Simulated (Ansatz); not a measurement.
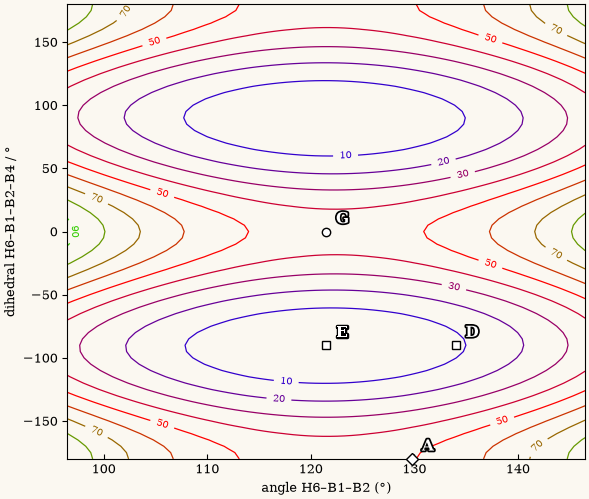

B₃Cl₂H₃, SMILES BB(Cl)BCl. First axis: angle H6–B1–B2. Second axis: dihedral H6–B1–B2–B4. Nothing is relaxed (all other coordinates rigid). Grid: 13 × 12 points. Points are written as (first, second). Energies: kJ/mol, counted from the lowest grid point. Method: Ansatz, RKS PBE0-D4/def2-TZVP.

The picture shows contour lines labelled in kJ/mol, lettered points. Between grid points the surface is interpolated.

Is G the lowest point of the computed grid?

Answer. No. G lies 45 kJ/mol above the lowest grid point, which is at (121.5°, −90°).

What kind of point is each of E, G: minimum, saddle, maximum or slope?

Answer. E: minimum; G: saddle point. (In these two coordinates alone; a stationary point may lie a little off the grid point.)
